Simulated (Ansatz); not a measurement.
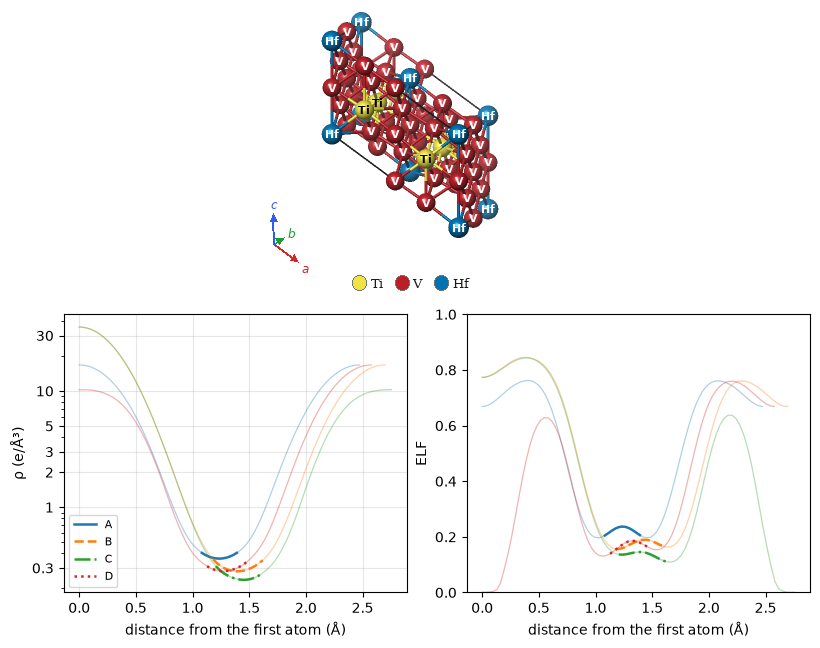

The picture shows: HfTi2V13. Valence electron density and ELF along straight lines between neighbouring atoms. Thin, pale parts lie inside the atomic spheres. The structure is drawn too.

Space group C2/m; a generated structure, not necessarily the stable one; computed without spin polarisation.

Theory: DFT PBEsol, scalar-relativistic, plane waves, PAW (Ansatz).

Core electrons are frozen (PAW), and the valence fields are smoothed inside the atomic spheres.

Which curve belongs to which contact (Hf–Ti, Hf–V, Ti–V and V–V)? The first atom named is at distance zero.

Answer. Curve A: V–V (2.47 Å): ρ at the midpoint is about 0.36 e/Å³; the ELF is about 0.25 at the midpoint (no shared electron pair shows on this line). Curve B: Hf–V (2.70 Å): ρ is about 0.28 e/Å³ halfway; the ELF is about 0.20 at the midpoint; no localised pair shows between them. Curve C: Hf–Ti (2.76 Å): ρ is about 0.24 e/Å³ halfway; the ELF is about 0.15 at the midpoint (no localised pair shows between them). Curve D: Ti–V (2.58 Å): the density is about 0.28 e/Å³ at the midpoint; the ELF is about 0.20 at the midpoint (no shared electron pair shows on this line).
